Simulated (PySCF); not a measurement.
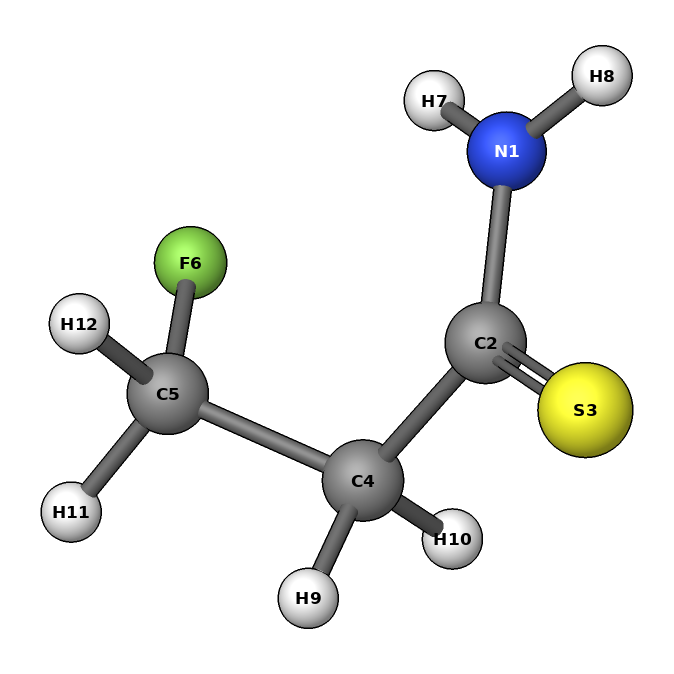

The questions are on isotropic NMR shieldings of the C atoms. Geometry: a frame of a GFN2-xTB molecular-dynamics simulation, not a minimum. Properties computed with GIAO PBE0/pcSseg-1 NMR shielding, non-relativistic, gas phase (PySCF 2.14.0).

Give the isotropic NMR shieldings of the C atoms atom by atom.

| atom | σ (ppm) |
| --- | --- |
| C2 | −40.0 |
| C4 | 139.4 |
| C5 | 101.9 |
